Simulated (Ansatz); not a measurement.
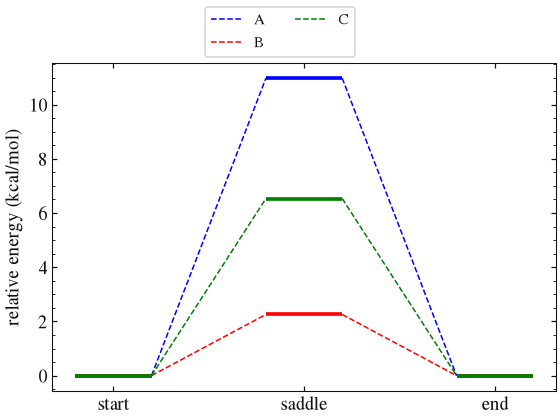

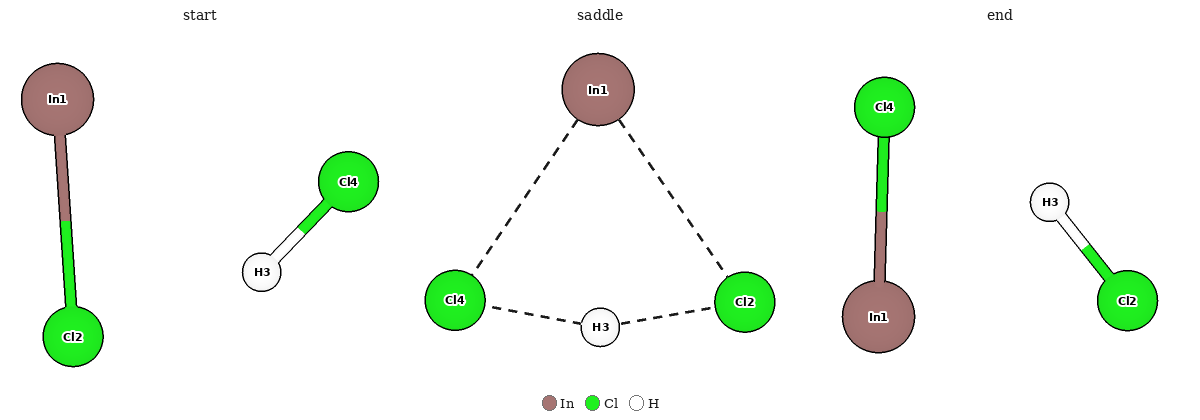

One elementary step of InHCl₂, singlet: start, first-order saddle point (changing pairs dashed) and end. Electronic energies at PBE0-D4/def2-TZVP geometries, energies in def2-TZVPP, the Ansatz code; cores frozen in correlated methods, no zero-point terms. Start and end are the structures at the ends of the path (complexes, where there are several molecules). On heavy atoms the filled d shell below the valence is correlated. Lines between the levels only guide the eye.

In the step Cl2–H3 (2.10 → 1.55 → 1.32 Å) forms; H3–Cl4 (1.32 → 1.56 → 2.10 Å) breaks; In1–Cl4 (3.18 → 2.73 → 2.50 Å) closes from a weak contact; In1–Cl2 (2.50 → 2.73 → 3.18 Å) stretches to a weak contact (lengths at start, saddle and end; changes of bond order aren't listed).

The profiles are BLYP-D4, CCSD and HF. Which is which?

Answer. A: HF (barrier 11.0, step 0.0 kcal/mol); B: BLYP-D4 (barrier 2.3, step 0.0 kcal/mol); C: CCSD (barrier 6.5, step 0.0 kcal/mol).

Limits of at least one run: core potentials past krypton; spin-orbit coupling is left out, and with In it can shift these energies.
